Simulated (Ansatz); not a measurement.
C3H8Si2: geometry relaxation (part 2 of 3)

C3H8Si2; RKS PBE0-D4/6-31G* (Ansatz 0.2.0). It belongs to a series of runs on one base structure; here: end point B relaxed.

Geometry of the input (Å):
```
C  -1.8190  0.5019  0.7709
C  -0.5122  0.0118  0.1834
C  -0.1315  -1.2430  -0.1544
Si 1.7567  -0.9868  -0.7674
Si 1.0581  1.0632  -0.2652
H  -1.7032  1.0534  1.7215
H  -2.2876  1.2679  0.0701
H  -2.5314  -0.2622  0.8979
H  -1.5105  -0.2605  0.5261
H  1.8130  -1.3488  -2.1815
H  2.6601  -1.6709  0.1451
H  1.6406  1.7061  0.9958
H  0.7110  2.0467  -1.3714
```

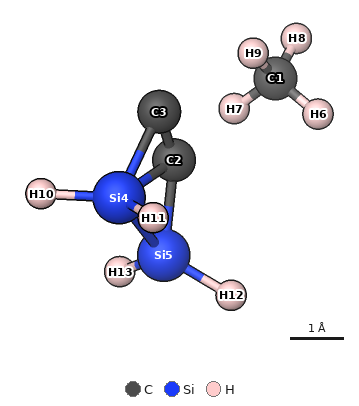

**Figure 1.** The geometry at step 12 of the log (ball-and-stick view, seen at a tilt; atoms are numbered from 1 in the order of the input).

## Trajectory as extended XYZ, continued
```
13
Properties=species:S:1:pos:R:3:forces:R:3 step=3 energy=-18978.70588
C    -1.8466    0.5511    0.7666   -2.1934   1.1521   1.0949
C    -0.3681   -0.0636    0.1299    1.8173  -0.6021  -0.7603
C    -0.1708   -1.3817   -0.1488   -0.0333   0.5072   0.2256
Si    1.5925   -1.0765   -0.7174    0.2863  -0.1085  -0.3215
Si    1.0240    1.1482   -0.2384    0.1184   0.1349   0.1107
H    -1.5463    1.0303    1.7023    0.0604  -0.2439  -0.1681
H    -2.1783    1.2549    0.0089    0.0242  -0.0257  -0.0999
H    -2.7426   -0.1028    1.0114    0.2760   0.5252  -0.0101
H    -1.4912   -0.4871    0.4566   -0.0275  -1.2511  -0.1807
H     1.8951   -1.3723   -2.1577   -0.0749  -0.0087   0.0984
H     2.7045   -1.7083    0.0707   -0.1745   0.0750   0.0117
H     1.5640    1.8871    0.9591   -0.1033  -0.0255  -0.1152
H     0.7080    2.1993   -1.2723    0.0243  -0.1291   0.1146
13
Properties=species:S:1:pos:R:3:forces:R:3 step=4 energy=-18979.05901
C    -2.0248    0.5371    0.8298   -0.8008  -0.3318   0.2120
C    -0.2994   -0.0324    0.1402    1.9884  -0.8648  -0.9105
C    -0.1086   -1.3198   -0.1187    0.4285  -0.0910  -0.0968
Si    1.6598   -1.0680   -0.7459   -0.2414   0.0069   0.1158
Si    1.1288    1.1733   -0.2704   -0.3560  -0.1081   0.1864
H    -1.7018    0.9411    1.7906    0.1072  -0.1318  -0.1905
H    -2.2988    1.2851    0.0867    0.1195  -0.1120   0.0141
H    -2.8813   -0.1292    1.0037   -0.5908   0.1942   0.2452
H    -1.5422   -0.4769    0.4287   -0.2566   1.2477   0.3147
H     1.9026   -1.4340   -2.1785   -0.0982   0.1045   0.0950
H     2.7494   -1.7214    0.0509   -0.1443   0.1164   0.0058
H     1.7077    1.9325    0.8835   -0.0797  -0.0222   0.0176
H     0.8529    2.1914   -1.3298   -0.0758  -0.0081  -0.0089
13
Properties=species:S:1:pos:R:3:forces:R:3 step=5 energy=-18979.73371
C    -2.1917    0.5308    0.8851    0.5047  -1.7364  -0.6971
C    -0.1679   -0.0694    0.0972    2.3465  -0.4878  -0.9644
C    -0.0247   -1.3259   -0.1212    0.6065  -0.8194  -0.2423
Si    1.7226   -1.0724   -0.7638   -0.2401   0.3287   0.1663
Si    1.2169    1.1866   -0.3030   -0.3513  -0.3325   0.1030
H    -1.7715    0.8860    1.8322   -0.0493  -0.0383  -0.2920
H    -2.3679    1.3040    0.1299    0.0366  -0.1363   0.2421
H    -3.0648   -0.0864    1.0526   -0.8899   0.2119   0.3328
H    -1.5646   -0.4239    0.4120   -1.6976   2.8317   1.2330
H     1.9039   -1.4452   -2.1974   -0.0462   0.0845   0.0705
H     2.7870   -1.7207    0.0557   -0.0560   0.0758   0.0007
H     1.7663    1.9384    0.8583   -0.0617  -0.0054   0.0839
H     0.9007    2.1771   -1.3668   -0.1020   0.0235  -0.0362
13
Properties=species:S:1:pos:R:3:forces:R:3 step=6 energy=-18980.33369
C    -2.3734    0.5290    0.9462    2.6000  -1.5755  -1.5173
C    -0.0429   -0.1083    0.0566    2.1795   0.1282  -0.8250
C     0.0776   -1.3529   -0.1388    0.2015  -0.8960  -0.0896
Si    1.8168   -1.0754   -0.7913   -0.4090   0.4426   0.1565
Si    1.3138    1.1878   -0.3439   -0.4176  -0.5901   0.0880
H    -1.8945    0.8414    1.8866   -0.3148   0.0745  -0.3170
H    -2.4814    1.3319    0.1972   -0.1394  -0.1911   0.5153
H    -3.2544   -0.0501    1.0977   -1.0998  -0.1731   0.2888
H    -1.6069   -0.3193    0.4225   -2.5592   2.5795   1.5831
H     1.9364   -1.4648   -2.2233    0.0428   0.0783   0.0520
H     2.8551   -1.7271    0.0463    0.0432   0.0481   0.0013
H     1.8387    1.9319    0.8257   -0.0269   0.0253   0.1205
H     0.9593    2.1548   -1.4106   -0.1003   0.0492  -0.0567
13
Properties=species:S:1:pos:R:3:forces:R:3 step=7 energy=-18980.96840
C    -2.3377    0.5560    0.9629    1.6913  -1.4795  -1.0734
C     0.0452   -0.2471   -0.0521    1.7449   1.3562  -0.5079
C     0.1068   -1.4907   -0.2070   -0.0595  -1.5114  -0.1238
Si    1.8376   -1.0755   -0.8065   -0.0241  -0.0675  -0.0529
Si    1.3065    1.1532   -0.3784   -0.8480  -0.1279   0.3376
H    -1.9142    0.8872    1.9183   -0.1638  -0.0011  -0.1148
H    -2.2834    1.3587    0.2044   -0.3263  -0.2225   0.4157
H    -3.3274    0.1286    1.0793   -0.3745   0.2078   0.0459
H    -1.6491   -0.3163    0.5463   -1.9301   1.9025   1.1693
H     2.0138   -1.4239   -2.2388    0.0554   0.0608   0.0020
H     2.8818   -1.6772    0.0591    0.0449   0.0694  -0.0028
H     1.6515    1.8915    0.8693    0.0973  -0.0862  -0.0473
H     0.8128    2.1344   -1.3859    0.0924  -0.1007  -0.0476
13
Properties=species:S:1:pos:R:3:forces:R:3 step=8 energy=-18981.31741
C    -2.3728    0.5444    0.9846    0.4849  -0.4847  -0.3237
C     0.1717   -0.2841   -0.1849   -0.0054  -2.9949  -0.0541
C     0.0999   -1.6097   -0.2480    0.1193   3.2100   0.1015
Si    1.8524   -1.0886   -0.8145    0.7414  -0.2519  -0.2993
Si    1.3153    1.1548   -0.3939   -0.4217   0.1292   0.1102
H    -1.8993    0.8851    1.9140   -0.1291  -0.0218  -0.0782
H    -2.2902    1.3378    0.2242   -0.1755  -0.1664   0.2202
H    -3.4221    0.2817    1.1664    0.1439   0.0966  -0.0539
H    -1.8057   -0.3463    0.6105   -0.8808   0.7474   0.4709
H     2.1061   -1.3861   -2.2458    0.0035   0.0057   0.0226
H     2.9055   -1.6135    0.0905   -0.0221   0.0209  -0.0104
H     1.6488    1.8666    0.8748    0.0279  -0.1608  -0.0707
H     0.8347    2.1369   -1.4069    0.1137  -0.1291  -0.0351
13
Properties=species:S:1:pos:R:3:forces:R:3 step=9 energy=-18981.52426
C    -2.4972    0.5524    1.0345    0.9826  -0.2462  -0.5126
C     0.2491   -0.3029   -0.2050    0.0019   0.6287   0.1680
C     0.1745   -1.5693   -0.2657   -0.0152  -0.3166  -0.0872
Si    1.9384   -1.0889   -0.8501    0.5345  -0.1668  -0.1595
Si    1.3834    1.1469   -0.4207   -0.3104  -0.0391   0.0426
H    -1.9956    0.8666    1.9581   -0.1685   0.0023  -0.0654
H    -2.3625    1.3332    0.2642   -0.1999  -0.1955   0.3066
H    -3.5469    0.3553    1.2100   -0.3175   0.0115   0.0581
H    -1.9881   -0.3645    0.6641   -0.5304   0.4896   0.3091
H     2.1791   -1.4051   -2.2795   -0.0194   0.0018   0.0353
H     2.9832   -1.6155    0.0626   -0.0328  -0.0082  -0.0267
H     1.7154    1.8573    0.8425    0.0303  -0.1074   0.0040
H     0.9114    2.1134   -1.4440    0.0449  -0.0540  -0.0723
13
Properties=species:S:1:pos:R:3:forces:R:3 step=10 energy=-18981.58235
C    -2.5438    0.5463    1.0464    0.3290  -0.1607  -0.1885
C     0.2756   -0.2854   -0.1856    0.0184  -0.2089  -0.0409
C     0.2249   -1.5543   -0.2892   -0.1352  -0.0029   0.0354
Si    1.9908   -1.0733   -0.8614    0.2212  -0.0159  -0.0629
Si    1.3887    1.1501   -0.4241    0.0329   0.1625   0.0228
H    -1.9910    0.8440    1.9433   -0.0767  -0.0192  -0.0280
H    -2.3719    1.2853    0.2535   -0.0920  -0.0728   0.1047
H    -3.6070    0.4733    1.2669   -0.1431   0.0619   0.0446
H    -2.1727   -0.4302    0.7043   -0.1370   0.2218   0.1136
H     2.2272   -1.3926   -2.2900   -0.0326   0.0197   0.0063
H     3.0337   -1.6214    0.0395   -0.0252   0.0197   0.0067
H     1.7470    1.8366    0.8434    0.0155   0.0140  -0.0352
H     0.9427    2.1004   -1.4761    0.0248  -0.0193   0.0213
13
Properties=species:S:1:pos:R:3:forces:R:3 step=11 energy=-18981.59945
C    -2.6183    0.5487    1.0894    0.0005   0.0259   0.0524
C     0.3346   -0.3117   -0.2376   -0.1596   0.1218   0.0671
C     0.2542   -1.5780   -0.3599    0.0535   0.0247   0.0004
Si    2.0468   -1.0744   -0.8921    0.1576  -0.0147  -0.0667
Si    1.4343    1.1481   -0.4360    0.0094  -0.0869   0.0120
H    -2.1082    0.9110    1.9868    0.0025   0.0079  -0.0381
H    -2.3849    1.2015    0.2437    0.0116  -0.0120   0.0142
H    -3.6975    0.5580    1.2626    0.0006  -0.0335  -0.0092
H    -2.2799   -0.4664    0.8689   -0.0498   0.0218  -0.0072
H     2.2948   -1.3683   -2.3219   -0.0013  -0.0036  -0.0166
H     3.0720   -1.6270    0.0224    0.0002  -0.0149   0.0121
H     1.7918    1.8341    0.8314   -0.0181  -0.0253  -0.0036
H     1.0046    2.1032   -1.4866   -0.0073  -0.0112  -0.0167
13
Properties=species:S:1:pos:R:3:forces:R:3 step=12 energy=-18981.60485
C    -2.6669    0.5577    1.1008    0.0140  -0.0100  -0.0098
C     0.3538   -0.3123   -0.2344    0.0342  -0.0361  -0.0195
C     0.2982   -1.5795   -0.3595   -0.0012   0.0555   0.0041
Si    2.0854   -1.0724   -0.9036   -0.0077  -0.0008   0.0089
Si    1.4642    1.1409   -0.4402   -0.0359  -0.0455   0.0133
H    -2.1102    0.9127    1.9716    0.0034   0.0045   0.0048
H    -2.4656    1.2104    0.2473   -0.0013  -0.0006  -0.0001
H    -3.7367    0.5716    1.3225   -0.0079  -0.0056   0.0039
H    -2.3504   -0.4596    0.8591   -0.0191   0.0158   0.0043
H     2.3233   -1.3693   -2.3351    0.0005   0.0053  -0.0093
H     3.1089   -1.6377    0.0056    0.0087   0.0035   0.0064
H     1.8082    1.8248    0.8310    0.0093   0.0057  -0.0041
H     1.0319    2.0915   -1.4942    0.0030   0.0083  -0.0028
13
Properties=species:S:1:pos:R:3:forces:R:3 step=13 energy=-18981.60539
C    -2.6756    0.5627    1.1016    0.0020   0.0000  -0.0015
C     0.3595   -0.3224   -0.2369    0.0088   0.0075  -0.0001
C     0.3076   -1.5887   -0.3654    0.0084  -0.0066  -0.0021
Si    2.0950   -1.0734   -0.9049   -0.0088   0.0094   0.0013
Si    1.4608    1.1356   -0.4377    0.0043  -0.0176  -0.0038
H    -2.0984    0.9148    1.9603    0.0014   0.0008  -0.0003
H    -2.4866    1.2119    0.2427   -0.0022   0.0004  -0.0002
H    -3.7406    0.5849    1.3453   -0.0024   0.0013   0.0023
H    -2.3737   -0.4576    0.8559   -0.0039   0.0003   0.0005
H     2.3362   -1.3632   -2.3378   -0.0004  -0.0006   0.0031
H     3.1211   -1.6329    0.0059   -0.0025   0.0009  -0.0029
H     1.8112    1.8191    0.8319   -0.0043   0.0027   0.0035
H     1.0279    2.0882   -1.4900   -0.0004   0.0016   0.0003
13
Properties=species:S:1:pos:R:3:forces:R:3 step=14 energy=-18981.60566
C    -2.6879    0.5689    1.1015    0.0006   0.0088   0.0139
C     0.3681   -0.3330   -0.2369   -0.0067  -0.0271   0.0024
C     0.3239   -1.5996   -0.3682   -0.0084   0.0121   0.0036
Si    2.1070   -1.0734   -0.9076    0.0107  -0.0008  -0.0007
Si    1.4616    1.1301   -0.4340    0.0136   0.0154  -0.0112
H    -2.0781    0.9161    1.9407   -0.0191  -0.0103  -0.0251
H    -2.5209    1.2149    0.2354   -0.0056   0.0012   0.0083
H    -3.7446    0.6007    1.3805    0.0214   0.0072  -0.0023
H    -2.4048   -0.4545    0.8466    0.0044  -0.0055   0.0035
H     2.3490   -1.3597   -2.3413   -0.0002   0.0022   0.0074
H     3.1361   -1.6296    0.0022   -0.0043   0.0025  -0.0072
H     1.8092    1.8140    0.8363   -0.0045  -0.0020   0.0047
H     1.0256    2.0840   -1.4842   -0.0019  -0.0036   0.0027
13
Properties=species:S:1:pos:R:3:forces:R:3 step=15 energy=-18981.60578
C    -2.6889    0.5711    1.0991   -0.0011   0.0092   0.0162
C     0.3694   -0.3380   -0.2353   -0.0040  -0.0134   0.0006
C     0.3278   -1.6043   -0.3682   -0.0011   0.0012   0.0005
Si    2.1102   -1.0732   -0.9071    0.0028   0.0006  -0.0004
Si    1.4595    1.1282   -0.4316    0.0092   0.0127  -0.0041
H    -2.0624    0.9156    1.9271   -0.0205  -0.0114  -0.0277
H    -2.5341    1.2159    0.2298   -0.0046  -0.0016   0.0103
H    -3.7403    0.6091    1.3972    0.0267   0.0047  -0.0051
H    -2.4158   -0.4541    0.8402    0.0026   0.0001   0.0042
H     2.3531   -1.3563   -2.3412   -0.0016   0.0003   0.0054
H     3.1412   -1.6282    0.0012   -0.0041   0.0019  -0.0043
H     1.8042    1.8110    0.8401   -0.0031  -0.0009   0.0022
H     1.0203    2.0821   -1.4805   -0.0010  -0.0035   0.0024
13
Properties=species:S:1:pos:R:3:forces:R:3 step=16 energy=-18981.60596
C    -2.6840    0.5761    1.0910   -0.0090   0.0136   0.0292
C     0.3686   -0.3506   -0.2305   -0.0041   0.0233   0.0030
C     0.3351   -1.6164   -0.3669    0.0017  -0.0240  -0.0032
Si    2.1136   -1.0716   -0.9054    0.0018  -0.0010   0.0016
Si    1.4489    1.1241   -0.4226   -0.0008   0.0008   0.0000
H    -2.0206    0.9141    1.8933   -0.0324  -0.0167  -0.0433
H    -2.5567    1.2183    0.2148   -0.0032  -0.0092   0.0206
H    -3.7228    0.6281    1.4317    0.0542  -0.0033  -0.0177
H    -2.4332   -0.4531    0.8233   -0.0054   0.0167   0.0092
H     2.3568   -1.3499   -2.3401   -0.0003   0.0022  -0.0007
H     3.1492   -1.6223   -0.0004   -0.0009  -0.0008   0.0012
H     1.7858    1.8051    0.8523    0.0001  -0.0009  -0.0033
H     1.0033    2.0770   -1.4696   -0.0015  -0.0007   0.0034
13
Properties=species:S:1:pos:R:3:forces:R:3 step=17 energy=-18981.60607
C    -2.6777    0.5776    1.0866   -0.0109   0.0137   0.0281
C     0.3653   -0.3552   -0.2281    0.0007   0.0070  -0.0005
C     0.3349   -1.6210   -0.3670    0.0049  -0.0100  -0.0022
Si    2.1128   -1.0710   -0.9031   -0.0089   0.0028  -0.0048
Si    1.4417    1.1225   -0.4195   -0.0012  -0.0004   0.0100
H    -2.0033    0.9156    1.8796   -0.0296  -0.0155  -0.0384
H    -2.5594    1.2174    0.2075   -0.0027  -0.0101   0.0186
H    -3.7118    0.6338    1.4403    0.0512  -0.0035  -0.0177
H    -2.4334   -0.4530    0.8187   -0.0051   0.0169   0.0079
H     2.3577   -1.3438   -2.3385   -0.0003  -0.0034  -0.0003
H     3.1484   -1.6226    0.0014    0.0014   0.0029   0.0013
H     1.7787    1.8022    0.8560   -0.0015   0.0013  -0.0008
H     0.9904    2.0764   -1.4630    0.0021  -0.0016  -0.0011
13
Properties=species:S:1:pos:R:3:forces:R:3 step=18 energy=-18981.60629
C    -2.6547    0.5838    1.0719   -0.0205   0.0250   0.0349
C     0.3522   -0.3733   -0.2210    0.0185  -0.0382  -0.0066
C     0.3352   -1.6392   -0.3668    0.0107   0.0363  -0.0019
Si    2.1078   -1.0678   -0.9007   -0.0222   0.0099   0.0131
Si    1.4151    1.1157   -0.4012   -0.0070  -0.0085  -0.0093
H    -1.9464    0.9246    1.8337   -0.0356  -0.0200  -0.0393
H    -2.5652    1.2124    0.1812   -0.0047  -0.0176   0.0243
H    -3.6738    0.6540    1.4659    0.0612  -0.0018  -0.0251
H    -2.4311   -0.4525    0.8077   -0.0021   0.0174   0.0062
H     2.3552   -1.3310   -2.3376    0.0010  -0.0009   0.0017
H     3.1488   -1.6114    0.0023    0.0016  -0.0038  -0.0022
H     1.7433    1.7937    0.8772    0.0008  -0.0015   0.0055
H     0.9577    2.0700   -1.4415   -0.0018   0.0033  -0.0013
13
Properties=species:S:1:pos:R:3:forces:R:3 step=19 energy=-18981.60645
C    -2.6533    0.5887    1.0701   -0.0152   0.0255   0.0314
C     0.3528   -0.3836   -0.2212    0.0106  -0.0269  -0.0075
C     0.3427   -1.6488   -0.3719    0.0024   0.0275   0.0036
Si    2.1125   -1.0660   -0.9009   -0.0136   0.0001  -0.0006
Si    1.4066    1.1123   -0.3978   -0.0005  -0.0103   0.0016
H    -1.9337    0.9303    1.8208   -0.0353  -0.0186  -0.0372
H    -2.5707    1.2104    0.1739   -0.0047  -0.0155   0.0245
H    -3.6669    0.6677    1.4759    0.0556  -0.0015  -0.0239
H    -2.4392   -0.4506    0.8104   -0.0008   0.0132   0.0058
H     2.3625   -1.3257   -2.3380    0.0009   0.0021  -0.0003
H     3.1546   -1.6108    0.0003    0.0027   0.0045   0.0010
H     1.7330    1.7866    0.8832   -0.0025   0.0007   0.0025
H     0.9431    2.0684   -1.4339    0.0003  -0.0007  -0.0009
13
Properties=species:S:1:pos:R:3:forces:R:3 step=20 energy=-18981.60669
C    -2.6523    0.5995    1.0690   -0.0027   0.0210   0.0223
C     0.3546   -0.4050   -0.2235   -0.0018   0.0021  -0.0050
C     0.3570   -1.6691   -0.3810    0.0015  -0.0011   0.0022
Si    2.1212   -1.0660   -0.9038    0.0028   0.0004  -0.0085
Si    1.3931    1.1025   -0.3914   -0.0016   0.0007   0.0124
H    -1.9188    0.9439    1.8046   -0.0329  -0.0159  -0.0332
H    -2.5779    1.2091    0.1638   -0.0045  -0.0109   0.0241
H    -3.6586    0.6917    1.4886    0.0428  -0.0013  -0.0201
H    -2.4505   -0.4445    0.8186   -0.0002   0.0096   0.0066
H     2.3768   -1.3131   -2.3422   -0.0009  -0.0017   0.0014
H     3.1689   -1.6032   -0.0044   -0.0013   0.0031   0.0002
H     1.7097    1.7721    0.8949   -0.0022  -0.0001  -0.0034
H     0.9211    2.0607   -1.4222    0.0010  -0.0060   0.0010
```
